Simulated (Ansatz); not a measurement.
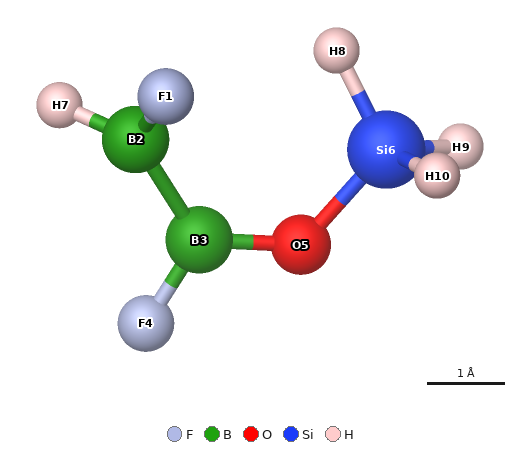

The input geometry (ball-and-stick view, seen at a tilt; atoms are numbered from 1 in the order of the input). Bond lengths as drawn: B–B 1.71 Å, B–F 1.32 to 1.33 Å, B–H 1.19 Å, B–O 1.36 Å, H–Si 1.44 to 1.45 Å and O–Si 1.71 Å.

Phonon calculation, with input and output: B₂SiH₄OF₂

System: B₂SiH₄OF₂, SMILES FBB(F)O[SiH3].
Method: RKS r2SCANh-D4/STO-3G (Ansatz 0.2.0).

It belongs to a series of runs on one base structure; here: vibrations at the highest image of the band. Figures and captions count atoms from 1; the log counts them from 0 in places.

**The program's output**
```
Engine: ansatz 0.2.0, x86_64-unknown-linux-gnu
Functional definition: r2SCANh
  parameter a = 0.1
  parameter k0 = 0.174
  parameter k1 = 0.065
  parameter a1 = 4.9479
  exchange = (1 - a)*r2scan_x(k0 = k0, k1 = k1, a1 = a1) + a*exact_x
  correlation = r2scan_c
550 factors; integrals over basis functions are off by at most 2.3e-5 eV
mean field evaluation 1: about -16559.9970 eV, gradient 2.3e1 eV
mean field evaluation 2: about -16559.0623 eV, gradient 3.1e1 eV
mean field evaluation 4: about -16561.6534 eV, gradient 1.9e0 eV
mean field evaluation 8: about -16561.5770 eV, gradient 1.0e-1 eV
mean field -16561.57703165 eV, -608.6267300730 hartree, gradient 8.7e-6 eV, S^2 0.000000; 0 other end points of the search recorded, 0 dependent functions left out
the calculation of the forces begins
reference -16561.57703711 eV, -608.6267302738 hartree; 27, 27 occupied and 11, 11 virtual orbitals, 550 factors
these checks for a lower state are left out or cut short: stability, starts, cluster_reference, orbital_swaps, neighbouring_geometries, increment
550 factors; integrals over basis functions are off by at most 2.3e-5 eV
mean field evaluation 16: about -16561.6655 eV, gradient 1.7e-1 eV
mean field -16561.57706414 eV, -608.6267312670 hartree, gradient 2.3e-6 eV, S^2 0.000000; 0 other end points of the search recorded, 0 dependent functions left out
[... from here on the field's lines of each further geometry are left out, up to the last ...]
the calculation of the forces begins
reference -16561.57703165 eV, -608.6267300729 hartree; 27, 27 occupied and 11, 11 virtual orbitals, 550 factors
these checks for a lower state are left out or cut short: stability, starts, cluster_reference, orbital_swaps, neighbouring_geometries, increment
550 factors; integrals over basis functions are off by at most 2.3e-5 eV
mean field -16561.57701533 eV, -608.6267294734 hartree, gradient 2.5e-6 eV, S^2 0.000000; 0 other end points of the search recorded, 0 dependent functions left out
the calculation of the forces begins
reference -16561.57702080 eV, -608.6267296742 hartree; 27, 27 occupied and 11, 11 virtual orbitals, 550 factors
WARN: phonons: modes at or below zero, which the zero-point energy, F, S and C_V leave out: 1, the lowest at -38.00 cm⁻¹. A minimum has none, and a first-order saddle one
Total energy: -16561.62957188 eV, -608.6286608908 hartree
Atom 0 at     0.395135     0.896929     1.997448 Å, force     0.016060    -0.007722     0.005983 eV/Å
Atom 1 at     0.261592    -0.377951     1.694900 Å, force    -0.005220    -0.007266    -0.007313 eV/Å
Atom 2 at     0.748331    -1.034239     0.195521 Å, force     0.004654     0.023102    -0.010286 eV/Å
Atom 3 at     1.545285    -2.101369     0.196547 Å, force     0.007219    -0.010263    -0.001173 eV/Å
Atom 4 at     0.389164    -0.613546    -1.051313 Å, force    -0.003069    -0.005114     0.017471 eV/Å
Atom 5 at    -0.565540     0.773430    -1.319482 Å, force     0.001615    -0.005952     0.001137 eV/Å
Atom 6 at    -0.208149    -1.063992     2.541915 Å, force    -0.012060     0.013025    -0.003585 eV/Å
Atom 7 at    -1.415392     1.073044    -0.188062 Å, force    -0.003245    -0.002791    -0.004449 eV/Å
Atom 8 at    -1.374734     0.501445    -2.482748 Å, force     0.000197     0.001598    -0.000609 eV/Å
Atom 9 at     0.307408     1.895148    -1.581826 Å, force    -0.006150     0.001381     0.002825 eV/Å
Dipole moment:    -0.152306     0.302546    -0.120717 e Å
Vibrations: -38.00 60.37 131.57 143.89 248.69 308.65 436.79 585.10 715.31 783.51 808.95 897.84 927.50 1096.37 1114.52 1118.85 1269.34 1375.38 1537.81 1563.43 2656.61 2707.34 2724.66 2945.30 cm⁻¹, zero-point energy 1.621577 eV
```

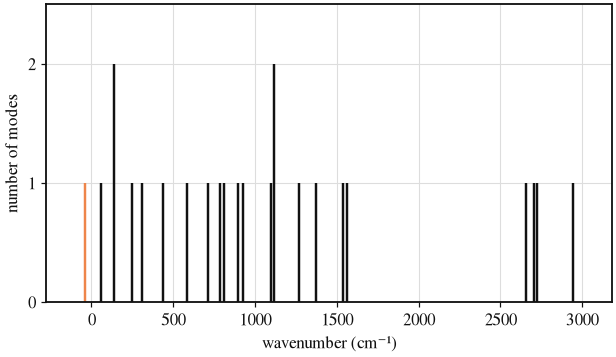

Harmonic vibrational wavenumbers from the force constants; neighbouring modes closer than 14 cm⁻¹ are counted in one stick, and imaginary ones are drawn at negative wavenumbers. 24 modes from 38i to 2945 cm⁻¹, 1 imaginary beyond 8i (38i cm⁻¹): not a clean minimum; so soft a mode can be a shallow saddle, an incomplete relaxation or noise of the force constants.

The run was set up as follows.

**Input file**
```yaml
crystal:
  periodic: [false, false, false]
  atoms:
    - { symbol: F, position_ang: [0.395135, 0.896929, 1.997448] }
    - { symbol: B, position_ang: [0.261592, -0.377951, 1.6949] }
    - { symbol: B, position_ang: [0.748331, -1.034239, 0.195521] }
    - { symbol: F, position_ang: [1.545285, -2.101369, 0.196547] }
    - { symbol: O, position_ang: [0.389164, -0.613546, -1.051313] }
    - { symbol: Si, position_ang: [-0.56554, 0.77343, -1.319482] }
    - { symbol: H, position_ang: [-0.208149, -1.063992, 2.541915] }
    - { symbol: H, position_ang: [-1.415392, 1.073044, -0.188062] }
    - { symbol: H, position_ang: [-1.374734, 0.501445, -2.482748] }
    - { symbol: H, position_ang: [0.307408, 1.895148, -1.581826] }
basis:
  gaussian: { orbitals: STO-3G }
hamiltonian:
  xc: r2scanh
  dispersion: d4
phonons: {}
```

Run as:
```bash
ansatz run input.yaml --threads 1 --pin off --max-ram 2048MiB --backend cpu --events-out ev --progress --plain --runs-dir out
```

**Results in brief**

- outcome: converged
- total energy: −16561.6296 eV
- mean-field energy: −16561.5770 eV
- largest force (length of the vector): 0.026 eV/Å
- hardware: 1 thread of Intel Xeon (Sapphire Rapids), 64 GiB of memory available, shared host
- wall time: 1.7 min
- peak memory: 0.14 GiB
